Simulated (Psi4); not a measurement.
# SiF3 (trifluorosilyl) at UPBE/6-311+G(d,p) (sweep point 6)

What is the vertical doublet–quartet gap of SiF3 (trifluorosilyl) at UPBE/6-311+G** (sweep point 6)? 

Program for the calculation: Psi4 1.11.

4 further runs of the same task are left out: 4 set aside as unsound or not needed.

### Step 1. The molecule

SiF3 has 4 atoms, charge 0, and is taken as a doublet. SMILES: `F[Si](F)F`. The coordinates come from a PBE0-D4/def2-TZVP relaxation.

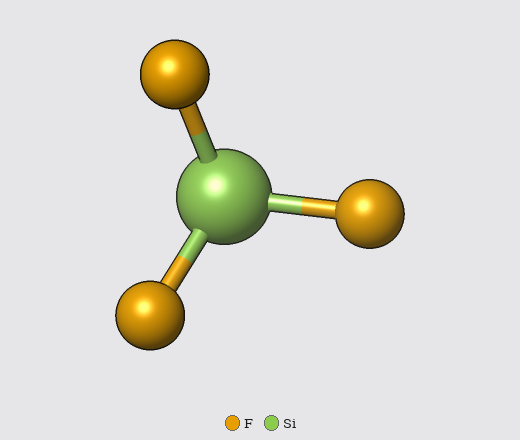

Viewed from a chosen angle; fluorine amber, silicon green.

### Step 2. The energy at UPBE/6-311+G(d,p) (sweep point 6)

Input file job.inp:

```
memory 1.6 GB

molecule system {
  0 2
  F      1.48315155    -0.95816673     2.17639758
  Si    -0.53432006     0.40262505     0.44272504
  F     -1.87887910    -1.68610813    -1.21762613
  F      0.93004761     2.24164982    -1.40149648
  units bohr
  symmetry c1
}

set {
  basis                6-311+G**
  reference            uks
  puream               true
  scf_type             pk
  dft_radial_points    99
  dft_spherical_points 590
  maxiter              100
}

energy("pbe")
```

Started as:

```sh
$ psi4 -n 1 job.inp job.out
```

job.out, shortened:

```text
[...]
  Running in c1 symmetry.
[...]
  Nuclear repulsion =  176.798451345898798
[...]
  Multiplicity = 2
[...]
  Nalpha       = 21
  Nbeta        = 20
[...]
    Number of basis functions: 96
[...]
   @UKS iter   1:  -588.66105849859412   -2.12778e-01   7.95547e-03 DIIS/ADIIS
[...]
   @UKS iter   7:  -588.82009141002902   -5.82205e-08   9.84436e-07 DIIS
[...]
   @S^2 Observed:                7.511392553E-01
[...]
    Orbital Energies [Eh]
    ---------------------
    Alpha Occupied:
       1A    -65.520889     2A    -24.287454     3A    -24.287395
       4A    -24.287381     5A     -5.171886     6A     -3.582944
       7A     -3.582943     8A     -3.582809     9A     -1.154082
      10A     -1.127456    11A     -1.127420    12A     -0.549298
      13A     -0.480966    14A     -0.480941    15A     -0.452711
      16A     -0.426919    17A     -0.426919    18A     -0.403044
      19A     -0.403014    20A     -0.385447    21A     -0.246949
    Alpha Virtual:
      22A     -0.017856    23A     -0.017825    24A     -0.003354
      25A      0.012347    26A      0.056115    27A      0.056130
[...]
  @UKS Final Energy:  -588.82009141002902
   => Energetics <=
    Nuclear Repulsion Energy =            176.7984513458987976
    One-Electron Energy =               -1170.6553297449950151
    Two-Electron Energy =                 457.0396123888289139
    DFT Exchange-Correlation Energy =     -52.0028253997616758
    Empirical Dispersion Energy =           0.0000000000000000
    VV10 Nonlocal Energy =                  0.0000000000000000
    Total Energy =                       -588.8200914100290220
[...]
 Multipole Moments:
 ------------------------------------------------------------------------------------
     Multipole            Electronic (a.u.)      Nuclear  (a.u.)        Total (a.u.)
 ------------------------------------------------------------------------------------
 L = 1.  Multiply by 2.5417464519 to convert [e a0] to [Debye]
 Dipole X            :          0.0348869           -0.3567990           -0.3219121
 Dipole Y            :         -0.0263705            0.2688580            0.2424875
 Dipole Z            :         -0.0289687            0.2956353            0.2666666
 Magnitude           :                                                    0.4832584
[...]
```

Run time: 13 s. Hardware: 1 thread of Intel Xeon at 2.70GHz, shared host; peak memory 0.84 GiB.

### Step 3. The quartet, same level

Input file input.inp:

```
memory 1600 mb

molecule {
  0 4
  F      1.48315155    -0.95816673     2.17639758
  Si    -0.53432006     0.40262505     0.44272504
  F     -1.87887910    -1.68610813    -1.21762613
  F      0.93004761     2.24164982    -1.40149648
  units au
  symmetry c1
}

set globals {
  basis                6-311+G**
  reference            uks
  puream               true
  scf_type             pk
  dft_radial_points    99
  dft_spherical_points 590
  maxiter              100
}

E, wfn = energy("pbe", return_wfn=True)
```

Started as:

```sh
$ psi4 -n 1 input.inp input.out
```

input.out, shortened:

```text
[...]
  Running in c1 symmetry.
[...]
  Nuclear repulsion =  176.798451345898798
[...]
  Multiplicity = 4
[...]
  Nalpha       = 22
  Nbeta        = 19
[...]
    Number of basis functions: 96
[...]
   @UKS iter   1:  -588.37862581286345    6.96546e-02   5.12095e-03 ADIIS/DIIS
[...]
   @UKS iter  19:  -588.44106936980972   -4.00507e-09   7.14797e-07 DIIS
[...]
   @S^2 Observed:                3.752333286E+00
[...]
    Orbital Energies [Eh]
    ---------------------
    Alpha Occupied:
       1A    -65.547610     2A    -24.396425     3A    -24.393327
       4A    -24.393314     5A     -5.200108     6A     -3.612833
       7A     -3.610648     8A     -3.609462     9A     -1.248113
      10A     -1.224588    11A     -1.222765    12A     -0.625074
      13A     -0.568140    14A     -0.567459    15A     -0.529469
      16A     -0.529387    17A     -0.526908    18A     -0.502053
      19A     -0.488619    20A     -0.487660    21A     -0.266351
      22A     -0.054403
    Alpha Virtual:
      23A     -0.050830    24A     -0.048723    25A      0.001737
[...]
  @UKS Final Energy:  -588.44106936980972
   => Energetics <=
    Nuclear Repulsion Energy =            176.7984513458987976
    One-Electron Energy =               -1167.5757616290334227
    Two-Electron Energy =                 454.1699117149808558
    DFT Exchange-Correlation Energy =     -51.8336708016560408
    Empirical Dispersion Energy =           0.0000000000000000
    VV10 Nonlocal Energy =                  0.0000000000000000
    Total Energy =                       -588.4410693698097248
[...]
 Multipole Moments:
 ------------------------------------------------------------------------------------
     Multipole            Electronic (a.u.)      Nuclear  (a.u.)        Total (a.u.)
 ------------------------------------------------------------------------------------
 L = 1.  Multiply by 2.5417464519 to convert [e a0] to [Debye]
 Dipole X            :          1.0913680           -0.3567990            0.7345690
 Dipole Y            :         -0.5256498            0.2688580           -0.2567918
 Dipole Z            :         -0.6401502            0.2956353           -0.3445150
 Magnitude           :                                                    0.8510136
[...]
```

Run time: 25 s. Hardware: 1 thread of Intel Xeon at 2.70GHz, shared host; peak memory 0.84 GiB.

### Step 4. What came out

At UPBE/6-311+G** (sweep point 6):

```
                                        quantity          value
                           doublet: total energy  -588.82009 Eh
                          doublet: dipole moment         1.23 D
     doublet: HOMO energy (highest over α and β)       -6.72 eV
      doublet: LUMO energy (lowest over α and β)       -4.66 eV
                                   doublet: ⟨S²⟩          0.751
                           quartet: total energy  -588.44107 Eh
                          quartet: dipole moment         2.16 D
     quartet: HOMO energy (highest over α and β)       -1.48 eV
                                   quartet: ⟨S²⟩          3.752
vertical energy of the quartet above the doublet      10.314 eV
```

**Reading.** At this shape the quartet lies 10.31 eV (995 kJ/mol) above the doublet.
